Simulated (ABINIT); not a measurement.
# K2LiScF6 (Fm-3m): changed settings of a GW run in ABINIT, part 3 of 3

Aim: change inputs of a GW run on K2LiScF6 (Fm-3m) and see what moves.

ABINIT 10.8.3; LDA and many-body steps on it, plane waves. Known limits of the many-body steps: not at the basis limit; coarse k mesh.

So far. Step 4 (No symmetry in the self-energy): Against G0W0 in ABINIT (2×2×2 mesh, 84 bands, screening to 87.1 eV, Godby-Needs plasmon pole), the gap moves by +0.000 eV. Step 6 (Broadening of the poles): Against G0W0 in ABINIT (2×2×2 mesh, 84 bands, screening to 87.1 eV, Godby-Needs plasmon pole), the gap moves by +0.000 eV.

## (10) Screening cutoff above the file's

Level of this step: G0W0 on LDA, plane waves, norm-conserving pseudopotentials (ABINIT).

File run.abi:

```
acell 3*1.0 Angstrom
rprim 
  -0.000000000000 4.144804000000 4.144804000000
  4.144804000000 -0.000000000000 4.144804000000
  4.144804000000 4.144804000000 -0.000000000000
ntypat 4
znucl 19 3 21 9
natom 10
typat 1 1 2 3 4 4 4 4 4 4
xred 
  0.250000000000 0.250000000000 0.250000000000
  0.750000000000 0.750000000000 0.750000000000
  0.500000000000 0.500000000000 0.500000000000
  -0.000000000000 -0.000000000000 -0.000000000000
  0.245587000000 0.245587000000 0.754413000000
  0.245587000000 0.754413000000 0.754413000000
  0.754413000000 0.754413000000 0.245587000000
  0.245587000000 0.754413000000 0.245587000000
  0.754413000000 0.245587000000 0.754413000000
  0.754413000000 0.245587000000 0.245587000000
pp_dirpath "pseudos"
pseudos "K.upf, Li.upf, Sc.upf, F.upf"
ecut 36
ngkpt 2 2 2
nshiftk 1
shiftk 0 0 0
kptopt 1
chksymbreak 0
istwfk *1
occopt 1
irdwfk 1
optdriver 4
nband 84
gwcalctyp 0
ecutsigx 36
symsigma 1
nkptgw 1
kptgw 
  0.0000000000 0.0000000000 0.0000000000
bdgw 
  35 40
ecuteps 12.8
irdscr 1
ppmodel 1
indata_prefix "in"
outdata_prefix "out"
tmpdata_prefix "tmp"
```

Command:

```console
$ OMP_NUM_THREADS=1 mpirun -n 4 abinit run.abi > log
```

The log of the run:

```text
.Version 10.8.3 of ABINIT. v10.8.2 released Aug 2026.

 Symmetries : space group Fm -3 m (#225); Bravais cF (face-center cubic)
[... echo of the input left out ...]
== DATASET  1 ==================================================================
-   mpi_nproc: 4, omp_nthreads: 1 (-1 if OMP is not activated)

--- !DatasetInfo
iteration_state: {dtset: 1, }
dimensions: {natom: 10, nkpt: 3, mband: 84, nsppol: 1, nspinor: 1, nspden: 1, mpw: 9922, }
cutoff_energies: {ecut:  36.0, pawecutdg:  -1.0, }
electrons: {nelect:   7.40000000E+01, charge:   0.00000000E+00, occopt:   1.00000000E+00, tsmear:   1.00000000E-02, }

 SIGMA: Calculation of the GW corrections

 Based on a program developped by R.W. Godby, V. Olevano, G. Onida, and L. Reining.
 Incorporated in ABINIT by V. Olevano, G.-M. Rignanese, and M. Torrent.
.Using double precision arithmetic ; gwpc =  8

[... cell and pseudopotentials left out ...]
--------------------------------------------------------------------------------

 ==== K-mesh for the wavefunctions ====
 Number of points in the irreducible wedge :     3
[... list of points left out ...]
 Together with 48 symmetry operations and time-reversal symmetry
 yields     8 points in the full Brillouin Zone.

 ==== Q-mesh for screening function ====
 Number of points in the irreducible wedge :     3
[... list of points left out ...]
 Together with 48 symmetry operations and time-reversal symmetry
 yields     8 points in the full Brillouin Zone.

 vcoul_init : cutoff-mode = AUXILIARY_FUNCTION
 q-points for optical limit:   1
     1)      0.000010    0.000020    0.000030
 setmesh: FFT mesh size selected  =    60x   60x   60
          total number of points  =       216000

 Number of electrons calculated from density =   74.0000; Expected =   74.0000
[...]
number of k-points in BZ                            8
 number of q-points in BZ                            8
 number of frequencies for dSigma/dE                 9
 frequency step for dSigma/dE [eV]                0.25
 number of omega for Sigma on real axis              0
 max omega for Sigma on real axis  [eV]           0.00
 zcut for avoiding poles [eV]                     0.10

 EPSILON^-1 parameters (SCR file):
 dimension of the eps^-1 matrix on file            259
 dimension of the eps^-1 matrix used               259
 number of plane-waves for wavefunctions          9841
 number of bands                                    84
 number of q-points in IBZ                           3
 number of frequencies                               2
 number of real frequencies                          1
 number of imag frequencies                          1

 matrix elements of self-energy operator (all in [eV])

 Perturbative Calculation

--- !SelfEnergy_ee
iteration_state: {dtset: 1, }
kpoint     : [   0.000,    0.000,    0.000, ]
spin       : 1
KS_gap     :    6.751
QP_gap     :   12.555
Delta_QP_KS:    5.803
data: !SigmaeeData |
     Band     E0 <VxcDFT>   SigX SigC(E0)      Z dSigC/dE  Sig(E)    E-E0       E
       35  -0.430 -22.439 -29.753   5.175   0.798  -0.253 -24.146  -1.707  -2.137
       36  -0.430 -22.439 -29.753   5.175   0.798  -0.253 -24.146  -1.707  -2.137
       37  -0.430 -22.439 -29.753   5.175   0.798  -0.253 -24.146  -1.707  -2.137
       38   6.321 -18.463 -10.219  -3.335   0.834  -0.199 -14.367   4.096  10.417
       39   6.321 -18.463 -10.219  -3.335   0.834  -0.199 -14.367   4.096  10.417
       40   6.321 -18.463 -10.219  -3.335   0.834  -0.199 -14.367   4.096  10.417

== END DATASET(S) ==============================================================
================================================================================

 -outvars: echo values of variables after computation  --------
           etotal      0.0000000000E+00
            nband          84
             nkpt           3
          spgroup         225
 [... the other variables as echoed above ...]

 Calculation completed.
```

Wall time 5.3 s (4 MPI ranks of Arm Neoverse V2, shared host); peak memory 0.5 GiB.

The run ended normally, though the input holds a fault or crude settings.

The fault put into this input: screening cutoff above the file's. It printed a gap of 12.55 eV, the value of the sound run: the program fell back on what its files hold, so an unchanged gap is no proof of convergence.

## (11) Side by side

Times are wall times on 4 MPI ranks of Arm Neoverse V2, shared host, good to a factor of about two. A run's time includes the screening step that it read.

```
                                 run   mesh  bands  screening cutoff (eV)  DFT gap (eV)  gap on the mesh (eV)  direct (eV)  ε∞ used  time
                                base  2×2×2     84                   87.1         6.751                12.554       12.554     2.11  26 s
      no symmetry in the self-energy  2×2×2     84                   87.1         6.751                12.554       12.554     2.11  28 s
                       scissors in G  2×2×2     84                   87.1         6.751                12.626       12.626     2.11  26 s
             broadening of the poles  2×2×2     84                   87.1         6.751                12.554       12.554     2.11  26 s
smaller part of the screening matrix  2×2×2     84                   21.8         6.751                15.243       15.243     2.11  25 s
      fewer bands in the self-energy  2×2×2     43                   87.1         6.751                12.696       12.696     2.11  25 s
```

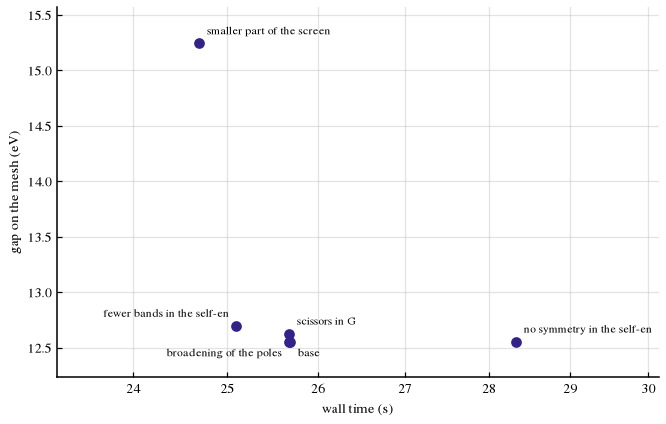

Result against wall time.

## (12) Outcome

* base: 12.554 eV
* no symmetry in the self-energy: 12.554 eV
* scissors in G: 12.626 eV
* broadening of the poles: 12.554 eV
* smaller part of the screening matrix: 15.243 eV
* fewer bands in the self-energy: 12.696 eV
* known limits: not at the basis limit; coarse k mesh

What this shows: No symmetry in the self-energy: no change against base (keys changed: symsigma). Scissors in G: +0.072 eV against base (keys changed: mbpt_sciss). Broadening of the poles: no change against base (keys changed: zcut). Smaller part of the screening matrix: +2.689 eV against base (keys changed: ecuteps). Fewer bands in the self-energy: +0.142 eV against base (keys changed: nband). Bands and cutoff are finite, so the gap is not at the basis limit. The miss can reach some tenths of an eV and take either sign; the mesh is an error of its own. In the G0W0 runs levels were corrected at 1 k point alone, so a gap called «on the mesh» is the least over those, and an edge elsewhere would be missed. The 2×2×2 mesh is coarse for this cell, which bears on the long-range parts of exchange and screening.

[Paths, hosts, dates, memory and timing lines, banners, echoed tables and standing remarks are left out of the program output.]

[Logs are printed without paths, hosts, clocks, repeated set-up lines and the standing remarks that a program may print on its own settings, such as how far it seeks lower states.]

[Runs of the session that timed out or met a known fault of the program may be left out.]

[Hosts, paths, dates, database ids (printed as entryN), source tags and the programs' standing remarks are cut or masked in the printed files.]

[G0W0 gaps are taken among the corrected bands and points alone; a level outside them can change the order at an edge.]

[Where Ansatz stands beside ABINIT at settings called matched, ABINIT's density can come from a denser mesh and the files from another edition; pairs whose starting gaps differed by over 0.03 eV were left out, so agreement reads better than it is.]
